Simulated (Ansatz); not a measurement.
Take ZnCu in the CsCl type structure (space group Pm-3m, No. 221; a = 2.919 Å) as the base.

Structures relaxed with Ansatz (a quantum-chemistry and plane-wave program), r2SCAN, PAW, cutoff 500 eV, scalar-relativistic without spin-orbit coupling.

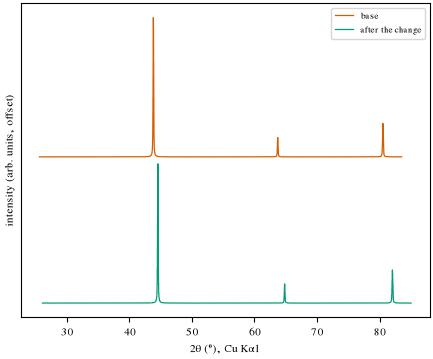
Simulated powder patterns before (top) and after one change

### Question
Name the change that was made.
(A) pressure 50 GPa
(B) pressure 7 GPa
(C) pressure 30 GPa
(D) pressure 15 GPa

### Answer
B, pressure 7 GPa. Its volume per atom is 11.87 Å³ against 12.43 Å³, and its space group is Pm-3m (No. 221).

Load acts through the strain it causes; cell and atoms are relaxed under it. Stability against distortions was not tested. No other phases were tried under pressure. All final runs are without spin polarisation.
